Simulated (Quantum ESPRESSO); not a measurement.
# 1T-SnO2, 2 layers, AA stacking: a series in the field along the normal, part 3 of 4

Aim: how the results for 1T-SnO2, 2 layers, AA stacking change with the field along the normal.

Quantum ESPRESSO 7.5; plane-wave DFT, PBE, GBRV ultrasoft pseudopotentials.

So far. Step 2 (Variable-cell relaxation of the reference):  The last row is no step: it is a fresh SCF in the final cell with a new plane-wave basis, +10 meV from the row before.

**5. Band structure, 0 V/Å**

Bands along a path place the edges.

m0.bands.in

```
&control
  prefix = 'm0.bands'
  outdir = './out'
  pseudo_dir = './pseudo'
  calculation = 'bands'
  tefield = .true.
  dipfield = .true.
/
&system
  ibrav = 0
  nat = 6
  ntyp = 2
  ecutwfc = 40
  ecutrho = 200
  occupations = 'smearing'
  smearing = 'fd'
  degauss = 0.002
  edir = 3
  emaxpos = 0.97
  eopreg = 0.04
  eamp = 0.0
  nbnd = 32
/
&electrons
  conv_thr = 1e-07
  mixing_beta = 0.4
  electron_maxstep = 120
  mixing_mode = 'local-TF'
/
ATOMIC_SPECIES
  O   15.9990  o_pbe_v1.2.uspp.F.UPF
  Sn  118.7100  sn_pbe_v1.4.uspp.F.UPF
CELL_PARAMETERS angstrom
  3.20311193600000 0.00000000000000 0.00000000000000
  -1.60155596800000 2.77397630800000 0.00000000000000
  0.00000000000000 0.00000000000000 23.77770876400000
ATOMIC_POSITIONS crystal
  O   0.666666666700 0.333333333300 0.358824009600
  Sn  0.000000000000 0.000000000000 0.401807229000
  O   0.333333333300 0.666666666700 0.444678679100
  O   0.666666666700 0.333333333300 0.555321320900
  Sn  0.000000000000 0.000000000000 0.598192771000
  O   0.333333333300 0.666666666700 0.641175990400
K_POINTS crystal_b
4
  0.0000000000 0.0000000000 0.0000000000 10
  0.5000000000 0.0000000000 0.0000000000 10
  0.3333333333 0.3333333333 0.0000000000 10
  0.0000000000 0.0000000000 0.0000000000 1
```

Command:

```sh
$ cp -r out/m0.scf.save out/m0.bands.save
$ cp out/m0.scf.xml out/m0.bands.xml
$ OMP_NUM_THREADS=1 mpirun -n 4 pw.x -nk 4 -in m0.bands.in > m0.bands.out
```

What it wrote:

```text
[banner, memory and clock lines left out]
Program PWSCF v.7.5 starts

          URL

     Presently no symmetry can be used with electric field

     Atomic positions and unit cell read from directory:
     ./out/m0.bands.save/

     G-vector sticks info

     bravais-lattice index     =            0
     lattice parameter (alat)  =       6.0530  a.u.
     unit-cell volume          =    1425.7437 (a.u.)^3
     number of atoms/cell      =            6
     number of atomic types    =            2
     number of electrons       =        52.00
     number of Kohn-Sham states=           32
     kinetic-energy cutoff     =      40.0000  Ry
     charge density cutoff     =     200.0000  Ry
     Exchange-correlation=  SLA  PW   PBX  PBC
                           (   1   4   3   4   0   0   0)

     celldm(1)=   6.053004  celldm(2)=   0.000000  celldm(3)=   0.000000
     celldm(4)=   0.000000  celldm(5)=   0.000000  celldm(6)=   0.000000

     crystal axes: (cart. coord. in units of alat)
               a(1) = (   1.000000   0.000000   0.000000 )
               a(2) = (  -0.500000   0.866025   0.000000 )
               a(3) = (   0.000000   0.000000   7.423315 )

     reciprocal axes: (cart. coord. in units 2 pi/alat)
               b(1) = (  1.000000  0.577350 -0.000000 )
               b(2) = (  0.000000  1.154701  0.000000 )
               b(3) = (  0.000000 -0.000000  0.134711 )

     PseudoPot. # 1 for O  read from file:
     ./pseudo/o_pbe_v1.2.uspp.F.UPF
     Pseudo is Ultrasoft + core correction, Zval =  6.0
     Generated by new atomic code, or converted to UPF format
     Using radial grid of  737 points,  5 beta functions with:
                l(1) =   0
                l(2) =   0
                l(3) =   1
                l(4) =   1
                l(5) =   2
     Q(r) pseudized with  8 coefficients,  rinner =    0.900   0.900   0.900
                                                       0.900   0.900

     PseudoPot. # 2 for Sn read from file:
     ./pseudo/sn_pbe_v1.4.uspp.F.UPF
     Pseudo is Ultrasoft + core correction, Zval = 14.0
     Generated by new atomic code, or converted to UPF format
     Using radial grid of  891 points,  6 beta functions with:
                l(1) =   0
                l(2) =   0
                l(3) =   1
                l(4) =   1
                l(5) =   2
                l(6) =   2
     Q(r) pseudized with  8 coefficients,  rinner =    1.350   1.350   1.350
                                                       1.350   1.350

     atomic species   valence    mass     pseudopotential
     O                 6.00    15.99900     O ( 1.00)
     Sn               14.00   118.71000     Sn( 1.00)

     No symmetry found

   Cartesian axes

     site n.     atom                  positions (alat units)
         1        O      tau(   1) = (   0.5000000   0.2886751   2.6636636  )
         2        Sn     tau(   2) = (   0.0000000   0.0000000   2.9827416  )
         3        O      tau(   3) = (  -0.0000000   0.5773503   3.3009899  )
         4        O      tau(   4) = (   0.5000000   0.2886751   4.1223251  )
         5        Sn     tau(   5) = (   0.0000000   0.0000000   4.4405733  )
         6        O      tau(   6) = (  -0.0000000   0.5773503   4.7596513  )

     number of k points=    31  Fermi-Dirac smearing, width (Ry)=  0.0020
                       cart. coord. in units 2pi/alat
        k(    1) = (   0.0000000   0.0000000   0.0000000), wk =   0.0645161
        k(    2) = (   0.0500000   0.0288675   0.0000000), wk =   0.0645161
        k(    3) = (   0.1000000   0.0577350   0.0000000), wk =   0.0645161
        k(    4) = (   0.1500000   0.0866025   0.0000000), wk =   0.0645161
        k(    5) = (   0.2000000   0.1154701   0.0000000), wk =   0.0645161
        k(    6) = (   0.2500000   0.1443376   0.0000000), wk =   0.0645161
        k(    7) = (   0.3000000   0.1732051   0.0000000), wk =   0.0645161
        k(    8) = (   0.3500000   0.2020726   0.0000000), wk =   0.0645161
        k(    9) = (   0.4000000   0.2309401   0.0000000), wk =   0.0645161
        k(   10) = (   0.4500000   0.2598076   0.0000000), wk =   0.0645161
        k(   11) = (   0.5000000   0.2886751   0.0000000), wk =   0.0645161
        k(   12) = (   0.4833333   0.3175426   0.0000000), wk =   0.0645161
        k(   13) = (   0.4666667   0.3464102   0.0000000), wk =   0.0645161
        k(   14) = (   0.4500000   0.3752777   0.0000000), wk =   0.0645161
        k(   15) = (   0.4333333   0.4041452   0.0000000), wk =   0.0645161
        k(   16) = (   0.4166667   0.4330127   0.0000000), wk =   0.0645161
        k(   17) = (   0.4000000   0.4618802   0.0000000), wk =   0.0645161
        k(   18) = (   0.3833333   0.4907477   0.0000000), wk =   0.0645161
        k(   19) = (   0.3666667   0.5196152   0.0000000), wk =   0.0645161
        k(   20) = (   0.3500000   0.5484828   0.0000000), wk =   0.0645161
        k(   21) = (   0.3333333   0.5773503   0.0000000), wk =   0.0645161
        k(   22) = (   0.3000000   0.5196152   0.0000000), wk =   0.0645161
        k(   23) = (   0.2666667   0.4618802   0.0000000), wk =   0.0645161
        k(   24) = (   0.2333333   0.4041452   0.0000000), wk =   0.0645161
        k(   25) = (   0.2000000   0.3464102   0.0000000), wk =   0.0645161
        k(   26) = (   0.1666667   0.2886751   0.0000000), wk =   0.0645161
        k(   27) = (   0.1333333   0.2309401   0.0000000), wk =   0.0645161
        k(   28) = (   0.1000000   0.1732051   0.0000000), wk =   0.0645161
        k(   29) = (   0.0666667   0.1154701   0.0000000), wk =   0.0645161
        k(   30) = (   0.0333333   0.0577350   0.0000000), wk =   0.0645161
        k(   31) = (   0.0000000   0.0000000   0.0000000), wk =   0.0645161

     Dense  grid:    68177 G-vectors     FFT dimensions: (  27,  27, 216)

     Smooth grid:    48589 G-vectors     FFT dimensions: (  25,  25, 192)

     Check: negative core charge=   -0.000001

     The potential is recalculated from file :
     ./out/m0.bands.save/charge-density

     negative rho (up, down):  3.158E-04 0.000E+00

     Adding external electric field

     Computed dipole along edir(3) :
        Dipole                0.0000 Ry au,          0.0001 Debye
        Dipole field          0.0000 Ry au,

        Potential amp.       -0.0000 Ry
        Total length         43.1360 bohr

     Starting wfcs are   34 randomized atomic wfcs

     Band Structure Calculation
     Davidson diagonalization with overlap

     ethr =  1.92E-10,  avg # of iterations = 41.0

     End of band structure calculation

          k = 0.0000 0.0000 0.0000 (  6019 PWs)   bands (ev):

   -22.3861 -22.3845 -22.1742 -22.1742 -22.1741 -22.1741 -21.9739 -21.9739
[...]
k = 0.4500 0.2598 0.0000 (  6104 PWs)   bands (ev):

   -22.9699 -22.9666 -22.1359 -22.1352 -22.0688 -22.0684 -21.9445 -21.9430
   -21.8501 -21.8500 -19.2011 -19.1727 -17.3554 -17.3372  -8.6361  -8.6151
    -6.7299  -6.5204  -5.3388  -5.2774  -3.8840  -3.5772  -2.9178  -2.8294
    -2.6521  -2.6033   2.9581   3.0473   4.8639   5.1103   7.9700   8.1171

          k = 0.5000 0.2887 0.0000 (  6100 PWs)   bands (ev):

   -22.9861 -22.9828 -22.1377 -22.1370 -22.0695 -22.0690 -21.9373 -21.9357
   -21.8435 -21.8434 -19.1553 -19.1301 -17.3336 -17.3213  -8.6979  -8.6838
    -6.7877  -6.5782  -5.3716  -5.3100  -3.8662  -3.5718  -2.9168  -2.8273
    -2.6391  -2.6229   2.9799   3.0442   4.9003   5.0941   8.0846   8.2135

          k = 0.4833 0.3175 0.0000 (  6104 PWs)   bands (ev):

   -22.9813 -22.9780 -22.1360 -22.1353 -22.0774 -22.0769 -21.9377 -21.9361
   -21.8485 -21.8483 -19.1366 -19.1115 -17.3394 -17.3273  -8.6983  -8.6865
    -6.7765  -6.5672  -5.3917  -5.3377  -3.8758  -3.6079  -2.9110  -2.8479
    -2.6267  -2.6179   3.0038   3.0667   4.9416   5.1377   8.0786   8.2106

          k = 0.4667 0.3464 0.0000 (  6102 PWs)   bands (ev):

   -22.9671 -22.9639 -22.1308 -22.1301 -22.1015 -22.1010 -21.9388 -21.9373
   -21.8618 -21.8616 -19.0819 -19.0572 -17.3569 -17.3454  -8.6997  -8.6945
    -6.7432  -6.5347  -5.4484  -5.4155  -3.9088  -3.7119  -2.8977  -2.8935
    -2.6061  -2.5972   3.0729   3.1312   5.0623   5.2651   8.0603   8.2017

          k = 0.4500 0.3753 0.0000 (  6090 PWs)   bands (ev):

   -22.9440 -22.9408 -22.1418 -22.1413 -22.1222 -22.1216 -21.9408 -21.9392
   -21.8797 -21.8795 -18.9952 -18.9712 -17.3864 -17.3760  -8.7081  -8.7028
    -6.6888  -6.4815  -5.5324  -5.5302  -3.9760  -3.8724  -2.9548  -2.8650
    -2.5943  -2.5614   3.1796   3.2297   5.2544   5.4672   8.0296   8.1861

          k = 0.4333 0.4041 0.0000 (  6100 PWs)   bands (ev):

   -22.9125 -22.9095 -22.1968 -22.1963 -22.1105 -22.1100 -21.9435 -21.9419
   -21.8989 -21.8987 -18.8821 -18.8590 -17.4285 -17.4196  -8.7275  -8.7085
    -6.6147  -6.4093  -5.6645  -5.6309  -4.0874  -4.0746  -2.9979  -2.8278
    -2.5883  -2.5270   3.3122   3.3504   5.5057   5.7311   7.9865   8.1628

          k = 0.4167 0.4330 0.0000 (  6114 PWs)   bands (ev):

   -22.8735 -22.8707 -22.2629 -22.2623 -22.0960 -22.0956 -21.9469 -21.9454
   -21.9179 -21.9177 -18.7487 -18.7269 -17.4838 -17.4768  -8.7523  -8.7176
    -6.5238  -6.3208  -5.8012  -5.7307  -4.3031  -4.2431  -3.0145  -2.7852
    -2.5911  -2.4995   3.4563   3.4793   5.8022   6.0421   7.9315   8.1311

          k = 0.4000 0.4619 0.0000 (  6138 PWs)   bands (ev):

   -22.8283 -22.8256 -22.3353 -22.3346 -22.0791 -22.0787 -21.9512 -21.9497
   -21.9361 -21.9359 -18.6015 -18.5812 -17.5531 -17.5485  -8.7813  -8.7306
    -6.4202  -6.2203  -5.9254  -5.8200  -4.5420  -4.4304  -3.0036  -2.7413
    -2.6032  -2.4826   3.5968   3.6022   6.1288   6.3852   7.8667   8.0901

          k = 0.3833 0.4907 0.0000 (  6152 PWs)   bands (ev):

   -22.7780 -22.7755 -22.4097 -22.4089 -22.0601 -22.0598 -21.9560 -21.9546
   -21.9536 -21.9534 -18.4464 -18.4280 -17.6370 -17.6352  -8.8120  -8.7468
    -6.3110  -6.1151  -6.0255  -5.8896  -4.7741  -4.6281  -2.9708  -2.7054
    -2.6180  -2.4781   3.7072   3.7194   6.4684   6.7463   7.7965   8.0394

          k = 0.3667 0.5196 0.0000 (  6146 PWs)   bands (ev):

   -22.7241 -22.7219 -22.4824 -22.4813 -22.0398 -22.0396 -21.9704 -21.9702
   -21.9614 -21.9600 -18.2891 -18.2732 -17.7374 -17.7359  -8.8404  -8.7639
    -6.2093  -6.0940  -6.0176  -5.9338  -4.9781  -4.8101  -2.9227  -2.7064
    -2.6087  -2.4862   3.7855   3.8128   6.7962   7.1119   7.7341   7.9788

          k = 0.3500 0.5485 0.0000 (  6138 PWs)   bands (ev):

   -22.6680 -22.6661 -22.5502 -22.5488 -22.0193 -22.0191 -21.9864 -21.9862
   -21.9668 -21.9653 -18.1352 -18.1224 -17.8549 -17.8498  -8.8616  -8.7781
    -6.1376  -6.1266  -5.9508  -5.9506  -5.1239  -4.9432  -2.8652  -2.7464
    -2.5741  -2.5064   3.8327   3.8701   7.0582   7.4696   7.7225   7.9080

          k = 0.3333 0.5774 0.0000 (  6144 PWs)   bands (ev):

   -22.6141 -22.6140 -22.6065 -22.6064 -22.0014 -22.0013 -22.0012 -22.0011
   -21.9700 -21.9684 -17.9975 -17.9975 -17.9706 -17.9704  -8.8699  -8.7841
    -6.1235  -6.1234  -5.9408  -5.9408  -5.1770  -4.9921  -2.8034  -2.8033
    -2.5371  -2.5371   3.8481   3.8890   7.1542   7.7990   7.7991   7.8337

          k = 0.3000 0.5196 0.0000 (  6148 PWs)   bands (ev):

   -22.7052 -22.7029 -22.5010 -22.5000 -22.0273 -22.0270 -21.9985 -21.9980
   -21.9469 -21.9460 -18.2958 -18.2781 -17.7400 -17.7394  -8.8267  -8.7489
    -6.2526  -6.0878  -6.0020  -5.8446  -5.0103  -4.8357  -2.9418  -2.6960
    -2.6092  -2.4815   3.7927   3.8210   6.9578   7.3533   7.4470   7.6243

          k = 0.2667 0.4619 0.0000 (  6132 PWs)   bands (ev):

   -22.7558 -22.7529 -22.4042 -22.4037 -22.0461 -22.0457 -22.0140 -22.0133
   -21.9156 -21.9146 -18.6430 -18.6164 -17.5876 -17.5745  -8.6782  -8.6201
    -6.3780  -6.2133  -5.7941  -5.6693  -4.6787  -4.5227  -3.0909  -2.7601
    -2.5524  -2.4659   3.6414   3.6439   6.5964   6.9475   7.0564   7.3745

          k = 0.2333 0.4041 0.0000 (  6112 PWs)   bands (ev):

   -22.7598 -22.7563 -22.3287 -22.3286 -22.0567 -22.0562 -22.0293 -22.0287
   -21.8990 -21.8981 -19.0068 -18.9715 -17.5419 -17.5141  -8.4132  -8.3799
    -6.3620  -6.2093  -5.5082  -5.4509  -4.3192  -4.1848  -3.2240  -2.8798
    -2.4975  -2.4804   3.3888   3.3997   6.1834   6.5989   6.6382   7.1106

          k = 0.2000 0.3464 0.0000 (  6086 PWs)   bands (ev):

   -22.7181 -22.7142 -22.2807 -22.2804 -22.0586 -22.0580 -22.0403 -22.0398
   -21.9039 -21.9032 -19.3587 -19.3155 -17.6050 -17.5620  -8.0425  -8.0334
    -6.1731  -6.0340  -5.2243  -5.1875  -3.9880  -3.8768  -3.3138  -2.9908
    -2.5718  -2.4438   3.0463   3.0628   5.7371   6.1675   6.3808   6.9016

          k = 0.1667 0.2887 0.0000 (  6072 PWs)   bands (ev):

   -22.6359 -22.6320 -22.2624 -22.2619 -22.0528 -22.0522 -22.0473 -22.0470
   -21.9296 -21.9292 -19.6724 -19.6221 -17.7603 -17.7033  -7.6043  -7.5974
    -5.8243  -5.6961  -5.0113  -4.8664  -3.7201  -3.6304  -3.3410  -3.0728
    -2.6714  -2.4396   2.5621   2.6582   5.2533   5.6436   6.3492   6.7582

          k = 0.1333 0.2309 0.0000 (  6078 PWs)   bands (ev):

   -22.5236 -22.5200 -22.2703 -22.2696 -22.0629 -22.0627 -22.0407 -22.0401
   -21.9608 -21.9606 -19.9285 -19.8725 -17.9768 -17.9080  -7.1330  -7.1315
    -5.3549  -5.2316  -4.7981  -4.5682  -3.5434  -3.4628  -3.3063  -3.1128
    -2.7702  -2.4585   1.9639   2.1789   4.7457   5.0793   6.2898   6.4790

          k = 0.1000 0.1732 0.0000 (  6052 PWs)   bands (ev):

   -22.3976 -22.3948 -22.2978 -22.2969 -22.1004 -22.1003 -22.0241 -22.0234
   -21.9747 -21.9745 -20.1192 -20.0588 -18.2152 -18.1372  -6.7209  -6.6759
    -4.8253  -4.6965  -4.5272  -4.2943  -3.4716  -3.3704  -3.2356  -3.1163
    -2.8488  -2.4963   1.3048   1.6593   4.2386   4.5079   5.9438   6.1099

          k = 0.0667 0.1155 0.0000 (  6052 PWs)   bands (ev):

   -22.3370 -22.3357 -22.2811 -22.2798 -22.1407 -22.1406 -22.0041 -22.0035
   -21.9759 -21.9756 -20.2469 -20.1836 -18.4326 -18.3478  -6.4344  -6.3005
    -4.3097  -4.1682  -4.1548  -4.0284  -3.4698  -3.3218  -3.1767  -3.1149
    -2.9239  -2.5621   0.6658   1.1674   3.7788   3.9915   5.6406   5.8192

          k = 0.0333 0.0577 0.0000 (  6039 PWs)   bands (ev):

   -22.3721 -22.3706 -22.2014 -22.2011 -22.1661 -22.1659 -21.9838 -21.9833
   -21.9745 -21.9742 -20.3191 -20.2541 -18.5863 -18.4972  -6.2843  -6.0620
    -3.8608  -3.7867  -3.7828  -3.7613  -3.4638  -3.2679  -3.1709  -3.1386
    -3.0427  -2.6663   0.1671   0.8004   3.4436   3.6185   5.4527   5.6406

          k = 0.0000 0.0000 0.0000 (  6019 PWs)   bands (ev):

   -22.3861 -22.3845 -22.1742 -22.1742 -22.1741 -22.1741 -21.9739 -21.9739
   -21.9735 -21.9735 -20.3423 -20.2768 -18.6422 -18.5516  -6.2401  -5.9821
    -3.6547  -3.6547  -3.6270  -3.6270  -3.3885  -3.2020  -3.2020  -3.1685
    -3.1685  -2.7444  -0.0301   0.6619   3.3186   3.4802   5.3895   5.5806

     XML data file, pseudopotentials, collected wavefunctions

                                        0.00s GPU  (     391 calls)
```

Wall time 23 s (4 MPI ranks of Arm Neoverse V1, shared host); peak memory 0.35 GiB.

Read from the output:

| Property | Result |
| --- | --- |
| conduction bottom, on the run's zero | -0.03006 eV |

Band numbers count within the set of bands kept for display. Electronic bands along the path, in eV, zero at the highest filled level of the SCF mesh; v1 is the highest filled band, c1 the lowest empty one:

| point | v4 | v3 | v2 | v1 | c1 | c2 | c3 | c4 |
| --- | --- | --- | --- | --- | --- | --- | --- | --- |
| Γ | -0.76 | -0.73 | -0.73 | -0.30 | 2.41 | 3.10 | 5.76 | 5.92 |
| M | -0.48 | -0.39 | -0.20 | -0.18 | 5.42 | 5.48 | 7.34 | 7.53 |
| K | -0.36 | -0.36 | -0.10 | -0.10 | 6.29 | 6.33 | 9.59 | 10.24 |
| Γ | -0.76 | -0.73 | -0.73 | -0.30 | 2.41 | 3.10 | 5.76 | 5.92 |

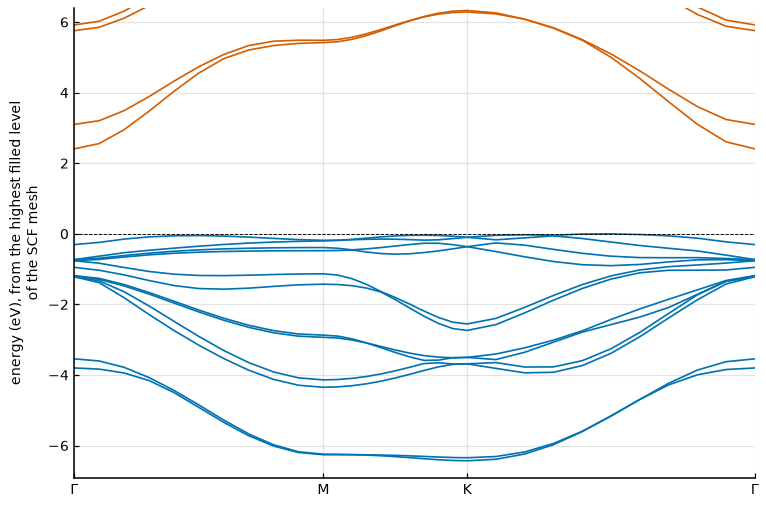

Electronic bands along the path; lines of filled and empty bands in two colours.

Along this path the valence top lies between K and Γ and the conduction bottom at Γ.

**6. Ground state, 0.05 V/Å**

m1.scf.in

```
&control
  prefix = 'm1.scf'
  outdir = './out'
  pseudo_dir = './pseudo'
  calculation = 'scf'
  tprnfor = .true.
  tefield = .true.
  dipfield = .true.
/
&system
  ibrav = 0
  nat = 6
  ntyp = 2
  ecutwfc = 40
  ecutrho = 200
  occupations = 'smearing'
  smearing = 'fd'
  degauss = 0.002
  edir = 3
  emaxpos = 0.97
  eopreg = 0.04
  eamp = 0.00097235
  nbnd = 32
/
&electrons
  conv_thr = 1e-09
  mixing_beta = 0.4
  electron_maxstep = 120
  mixing_mode = 'plain'
  startingpot = 'file'
/
ATOMIC_SPECIES
  O   15.9990  o_pbe_v1.2.uspp.F.UPF
  Sn  118.7100  sn_pbe_v1.4.uspp.F.UPF
CELL_PARAMETERS angstrom
  3.20311193600000 0.00000000000000 0.00000000000000
  -1.60155596800000 2.77397630800000 0.00000000000000
  0.00000000000000 0.00000000000000 23.77770876400000
ATOMIC_POSITIONS crystal
  O   0.666666666700 0.333333333300 0.358824009600
  Sn  0.000000000000 0.000000000000 0.401807229000
  O   0.333333333300 0.666666666700 0.444678679100
  O   0.666666666700 0.333333333300 0.555321320900
  Sn  0.000000000000 0.000000000000 0.598192771000
  O   0.333333333300 0.666666666700 0.641175990400
K_POINTS automatic
  12 12 1 0 0 0
```

Command:

```sh
$ cp -r out/m0.scf.save out/m1.scf.save
$ OMP_NUM_THREADS=1 mpirun -n 4 pw.x -nk 4 -in m1.scf.in > m1.scf.out
```

What it wrote:

```text
[banner, memory and clock lines left out]
Program PWSCF v.7.5 starts
[...]
number of electrons       =        52.00
     number of Kohn-Sham states=           32
     kinetic-energy cutoff     =      40.0000  Ry
     charge density cutoff     =     200.0000  Ry
[...]
number of k points=    74  Fermi-Dirac smearing, width (Ry)=  0.0020
[...]
Dense  grid:    68177 G-vectors     FFT dimensions: (  27,  27, 216)
[...]
The initial density is read from file :
[...]
negative rho (up, down):  3.158E-04 0.000E+00
[...]
Starting wfcs are   34 randomized atomic wfcs
[...]
negative rho (up, down):  3.158E-04 0.000E+00
[...]
estimated scf accuracy    <       0.00047309 Ry
[...]
negative rho (up, down):  3.158E-04 0.000E+00
[...]
estimated scf accuracy    <       0.00082771 Ry
[...]
negative rho (up, down):  3.158E-04 0.000E+00
[...]
estimated scf accuracy    <       0.00000278 Ry
[...]
negative rho (up, down):  3.158E-04 0.000E+00
[...]
estimated scf accuracy    <       0.00000330 Ry
[...]
negative rho (up, down):  3.158E-04 0.000E+00
[...]
estimated scf accuracy    <       0.00000003 Ry
[...]
negative rho (up, down):  3.158E-04 0.000E+00
[...]
estimated scf accuracy    <       0.00000003 Ry
[...]
negative rho (up, down):  3.158E-04 0.000E+00
[...]
estimated scf accuracy    <          9.8E-09 Ry
[...]
negative rho (up, down):  3.158E-04 0.000E+00
[...]
estimated scf accuracy    <          1.2E-09 Ry
[...]
negative rho (up, down):  3.158E-04 0.000E+00
[...]
Computed dipole along edir(3) :
        Dipole                0.0280 Ry au,          0.0713 Debye
        Dipole field          0.0002 Ry au,
        E field amplitude [Ha a.u.]:  9.7235E-04
        Potential amp.        0.0626 Ry
        Total length         43.1360 bohr
[...]
the Fermi energy is    -1.4284 ev
!    total energy              =    -447.73319583 Ry
     estimated scf accuracy    <          3.2E-10 Ry
     smearing contrib. (-TS)   =       0.00000000 Ry
     internal energy E=F+TS    =    -447.73319583 Ry
[...]
one-electron contribution =   -3469.42501239 Ry
     hartree contribution      =    1753.88213736 Ry
     xc contribution           =    -115.60324332 Ry
     ewald contribution        =    1383.41297011 Ry
     electric field correction =      -0.00004759 Ry
     convergence has been achieved in   9 iterations
     negative rho (up, down):  3.158E-04 0.000E+00
[...]
Total force =     0.005663     Total SCF correction =     0.000110
[...]
```

It took 84 s on 4 MPI ranks; peak memory 0.82 GiB; 5.6 min of CPU time.

Read from the output:

```
free energy                          : -6091.7205 eV
Fermi energy                         : -1.428 eV
dipole along the normal              : 0.01484 e·Å
valence top, on the run's zero       : -2.425 eV
conduction bottom, on the run's zero : -0.02365 eV
gap by band count                    : 2.401 eV
```

(Continued in part 4 of 4.)

[Logs are printed without paths, hosts, clocks, repeated set-up lines and the standing remarks that a program may print on its own settings, such as how far it seeks lower states.]

[Hosts, paths, dates, database ids (printed as entryN), source tags and the programs' standing remarks are cut or masked in the printed files.]

[Maps of the electrostatic potential energy from Ansatz leave out the sawtooth potential of an applied field or a dipole correction, so their vacuum need not be flat; planar profiles and work functions include it.]
